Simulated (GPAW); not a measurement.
## Property calculation of SiSbH5O (part 1 of 2)

The run: property calculation of SiSbH5O, SMILES [SiH3][O][SbH2]. Method and program: RPBE/dzp, scalar-relativistic datasets (GPAW 26.7.0).

Some settings of this run were made unusual or wrong on purpose. The geometry comes from this level: GFN2-xTB.

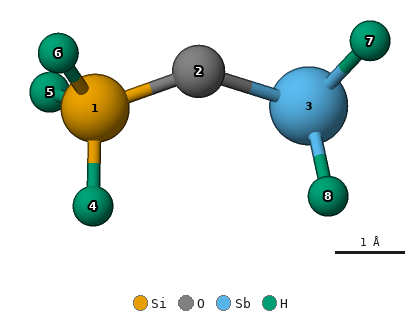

**Figure 1.** The input geometry (ball-and-stick view, seen on its broad side; atoms are numbered from 1 in the order of the input). Sticks mark near contacts. Bond lengths as drawn: H–Sb 1.70 to 1.71 Å, H–Si 1.46 to 1.47 Å, O–Sb 1.97 Å and O–Si 1.61 Å.

**Outcome**

```json
{"quantity": "outcome", "value": "converged"}
{"quantity": "energy relative to the program's reference atoms", "value": "−28.1017 eV"}
{"quantity": "basis functions", "value": "74"}
{"quantity": "largest force", "value": "4.897 eV/Å"}
{"quantity": "HOMO", "value": "−6.66 eV"}
{"quantity": "LUMO", "value": "−2.15 eV"}
{"quantity": "dipole moment", "value": "0.76 D"}
{"quantity": "hardware", "value": "1 thread of Arm Neoverse V1, 24 GiB of memory available, shared host"}
{"quantity": "wall time", "value": "13 s"}
{"quantity": "peak memory", "value": "0.68 GiB"}
```

Some settings of this run were drawn to be unusual or wrong (smear set to fermi-dirac; width set to 2.0). It converged; results that depend on the unusual settings are not reference values. Further notes kept with the run: fractional occupations.

**The input (calc.py)**
```python
import numpy as np
from ase.io import read
from ase.units import Debye
from gpaw import GPAW

molecule = read('run.xyz')
molecule.center(vacuum=4.5)

dft = GPAW(mode='lcao',
           basis='dzp',
           h=0.2,
           xc='RPBE',
           occupations={'name': 'fermi-dirac', 'width': 2.0},
           maxiter=64,
           txt='-')
molecule.calc = dft

energy = molecule.get_potential_energy()
print(f'Energy: {energy:.5f} eV')
forces = molecule.get_forces()
print('Forces (eV/Ang)')
for symbol, f in zip(molecule.symbols, forces):
    print(f'{symbol:2} {f[0]:9.4f} {f[1]:9.4f} {f[2]:9.4f}')
dipole = molecule.get_dipole_moment() / Debye
print(f'Dipole: {np.linalg.norm(dipole):.3f} D')
homo, lumo = dft.get_homo_lumo()
print(f'HOMO = {homo:.3f} eV')
print(f'LUMO = {lumo:.3f} eV')
print(f'Gap: {lumo - homo:.3f} eV')
```

**File run.xyz**
```
8

Si    -0.835520     1.005590    -0.399580
O      0.470650     0.274670     0.206880
Sb     1.416340    -1.413270    -0.157360
H     -1.997390     0.113810    -0.363480
H     -0.586790     1.389760    -1.792770
H     -0.960040     2.146170     0.496810
H      2.246610    -1.205140     1.308580
H      0.246140    -2.311600     0.700920
```

Run as:
```bash
python calc.py
```

**Log**
```
__  _  _
 | _ |_)|_||  |
 |__||  | ||/\| - 26.7.0

units:  Angstrom and eV
cores:  1
OpenMP: False

Versions:
  Python: 3.12.14
  ASE:    3.29.0
  Numpy:  2.5.5
  Scipy:  1.18.1
  Libxc:  7.0.0

        _gpaw.cpython-312-aarch64-linux-gnu.so

Input parameters:
  mode=LCAO(),
  basis={'default': 'dzp'},
  h=0.2,
  maxiter=64,
  occupations=Occupations(name='fermi-dirac', width=2.0),
  xc=XC(name='RPBE')
         .--------------------------------.
        /|                                |
       / |                                |
      /  |                                |
     /   |                                |
    /    |                                |
   /     |                                |
  /      |                                |
 *       |                                |
 |       |          H                     |
 |       |                H               |
 |       |          Si O                  |
 |       |      H   H   Sb                |
 |       |           H                    |
 |       |                                |
 |       .--------------------------------.
 |      /                                /
 |     /                                /
 |    /                                /
 |   /                                /
 |  /                                /
 | /                                /
 |/                                /
 *--------------------------------*

Atoms  # Å, Bohr magnetons
|   | symbol |        x |        y |        z |    initial magnetic moments |
|---|--------|----------|----------|----------|-----------------------------|
| 0 |     Si | 5.661870 | 7.817190 | 5.893190 | ( 0.0000,  0.0000,  0.0000) |
| 1 |      O | 6.968040 | 7.086270 | 6.499650 | ( 0.0000,  0.0000,  0.0000) |
| 2 |     Sb | 7.913730 | 5.398330 | 6.135410 | ( 0.0000,  0.0000,  0.0000) |
| 3 |      H | 4.500000 | 6.925410 | 5.929290 | ( 0.0000,  0.0000,  0.0000) |
| 4 |      H | 5.910600 | 8.201360 | 4.500000 | ( 0.0000,  0.0000,  0.0000) |
| 5 |      H | 5.537350 | 8.957770 | 6.789580 | ( 0.0000,  0.0000,  0.0000) |
| 6 |      H | 8.744000 | 5.606460 | 7.601350 | ( 0.0000,  0.0000,  0.0000) |
| 7 |      H | 6.743530 | 4.500000 | 6.993690 | ( 0.0000,  0.0000,  0.0000) |

Unit cell  # Å
| periodic |         x |         y |         z |   lengths |    angles |
|----------|-----------|-----------|-----------|-----------|-----------|
|       no | 13.244000 |  0.000000 |  0.000000 | 13.244000 | 90.000000 |
|       no |  0.000000 | 13.457770 |  0.000000 | 13.457770 | 90.000000 |
|       no |  0.000000 |  0.000000 | 12.101350 | 12.101350 | 90.000000 |

Number of symmetries: 1
Symmetry operations  # r_c * U_cc + t_c -> r_c
|   | kind |            matrix            |
|---|------|------------------------------|
| 0 |  E   |  1, 0, 0,  0, 1, 0,  0, 0, 1 |

BZ-sampling:
  Number of BZ points: 1
  Number of IBZ points: 1

  Monkhorst-Pack size: [1, 1, 1]
  Monkhorst-Pack shift: [0, 0, 0]

K-points  # in reciprocal-cell coordinates
|   |                                coordinates |     weight |
|---|--------------------------------------------|------------|
| 0 | (  0.00000000,   0.00000000,   0.00000000) | 1.00000000 |

basis functions: 74
Spin-components: 1 (collinear spins)
Bands:           22
Projectors:      31
Spin-degeneracy: 2
Datatype:        <class 'float'>

  Storage: CPU
  Wave functions: 13_024 bytes (13_024 per core)

Parallelization:
  kpt:    1
  domain: 1
  band:   1

Density:
  Valence electrons: 30.0
  Components: 1
  Grid points: [68 68 60]
  Charge: 0.0  # |e|

Potential:
  Grid points: [68 68 60]

species:
  Si:
    name:    Silicon
    Z:       14.0
    valence: 4
    core:    10
    charge:  0.0  # [|e|]
    file:    Si.RPBE.gz
    compensation charges:
      type: gauss
      rc: 0.33  # [Å]
      lmax: 2
    cutoffs:
      filter: 1.86  # [Å]
      core: 2.06  # [Å]
    projectors
    | kind |    occ | energy [eV] | rcut [Å] |
    |------|--------|-------------|----------|
    |   3s |  2.000 |     -10.793 |    1.058 |
    |   3p |  2.000 |      -4.075 |    1.058 |
    |    s |        |      16.418 |    1.058 |
    |    p |        |      23.136 |    1.058 |
    |    d |        |       0.000 |    1.058 |

    LCAO basis set for Si:
      Name: dzp
      File: Si.dzp.basis.gz
      Number of radial functions: 5
      Number of spherical harmonics: 13
        l=0, rc=6.8594 Bohr: 3s-sz confined orbital
        l=1, rc=9.0625 Bohr: 3p-sz confined orbital
        l=0, rc=3.8906 Bohr: 3s-dz split-valence wave
        l=1, rc=5.2344 Bohr: 3p-dz split-valence wave
        l=2, rc=9.0625 Bohr: d-type Gaussian polarization
      Number of RI-basis functions 0

  O:
    name:    Oxygen
    Z:       8.0
    valence: 6
    core:    2
    charge:  0.0  # [|e|]
    file:    O.RPBE.gz
    compensation charges:
      type: gauss
      rc: 0.21  # [Å]
      lmax: 2
    cutoffs:
      filter: 1.17  # [Å]
      core: 0.83  # [Å]
    projectors
    | kind |    occ | energy [eV] | rcut [Å] |
    |------|--------|-------------|----------|
    |   2s |  2.000 |     -24.041 |    0.688 |
    |   2p |  4.000 |      -8.984 |    0.598 |
    |    s |        |       3.170 |    0.688 |
    |    p |        |      18.228 |    0.598 |
    |    d |        |       0.000 |    0.619 |

    LCAO basis set for O:
      Name: dzp
      File: O.dzp.basis.gz
      Number of radial functions: 5
      Number of spherical harmonics: 13
        l=0, rc=4.3438 Bohr: 2s-sz confined orbital
        l=1, rc=5.3906 Bohr: 2p-sz confined orbital
        l=0, rc=2.2969 Bohr: 2s-dz split-valence wave
        l=1, rc=2.8906 Bohr: 2p-dz split-valence wave
        l=2, rc=5.3906 Bohr: d-type Gaussian polarization
      Number of RI-basis functions 0

  Sb:
    name:    Antimony
    Z:       51.0
    valence: 15
    core:    36
    charge:  0.0  # [|e|]
    file:    Sb.RPBE.gz
    compensation charges:
      type: gauss
      rc: 0.36  # [Å]
      lmax: 2
    cutoffs:
      filter: 2.23  # [Å]
      core: 2.23  # [Å]
    projectors
    | kind |    occ | energy [eV] | rcut [Å] |
    |------|--------|-------------|----------|
    |   5s |  2.000 |     -12.749 |    1.154 |
    |   5p |  3.000 |      -4.786 |    1.233 |
    |   4d | 10.000 |     -33.516 |    1.196 |
    |    s |        |      14.463 |    1.154 |
    |    p |        |      22.425 |    1.233 |
    |    d |        |      -6.304 |    1.196 |

    LCAO basis set for Sb:
      Name: dzp
      File: Sb.dzp.basis.gz
      Number of radial functions: 7
      Number of spherical harmonics: 23
        l=0, rc=6.6250 Bohr: 5s-sz confined orbital
        l=1, rc=8.6719 Bohr: 5p-sz confined orbital
        l=2, rc=3.7656 Bohr: 4d-sz confined orbital
        l=0, rc=3.8125 Bohr: 5s-dz split-valence wave
        l=1, rc=5.1094 Bohr: 5p-dz split-valence wave
        l=2, rc=2.4844 Bohr: 4d-dz split-valence wave
        l=2, rc=8.6719 Bohr: d-type Gaussian polarization
      Number of RI-basis functions 0

  H:
    name:    Hydrogen
    Z:       1.0
    valence: 1
    core:    0
    charge:  0.0  # [|e|]
    file:    H.RPBE.gz
    compensation charges:
      type: gauss
      rc: 0.15  # [Å]
      lmax: 2
    cutoffs:
      filter: 0.85  # [Å]
      core: 0.53  # [Å]
    projectors
    | kind |    occ | energy [eV] | rcut [Å] |
    |------|--------|-------------|----------|
    |   1s |  1.000 |      -6.572 |    0.476 |
    |    s |        |      20.639 |    0.476 |
    |    p |        |       0.000 |    0.476 |

    LCAO basis set for H:
      Name: dzp
      File: H.dzp.basis.gz
      Number of radial functions: 3
      Number of spherical harmonics: 5
        l=0, rc=6.4219 Bohr: 1s-sz confined orbital
        l=0, rc=3.6094 Bohr: 1s-dz split-valence wave
        l=1, rc=6.4219 Bohr: p-type Gaussian polarization
      Number of RI-basis functions 0

Reference energy: -186286.681046  # eV

eigensolver:
  <gpaw.new.lcao.eigensolver.LCAOEigensolver object at 0xfd4e8688a240>
density mixing:
  MSR1-Mixer
  Pratt-step length: 0.05
  Maximum mixing coefficient: 0.75
  Old densities: 10
  SVD Regularization: 0.005
  Good broyden scale: 1.0
  Trust region scale: 1.0
  Backstep threshold: 4.0
  History deletion threshold: 6.0
  Fourier metric: weight=20.0, sigma=0.015

occupation numbers:
  Fermi-Dirac:
    width: 2.0000  # eV

FastPoissonSolver using
    Stencil: 6*3+1=19 point O(h^6) finite-difference Laplacian
    FFT axes: []
    FST axes: [np.int64(2), np.int64(0), np.int64(1)]

xc functional:
  name: RPBE with 2 nearest neighbor stencil
interpolation: tri-quintic # 5. degree polynomial
```
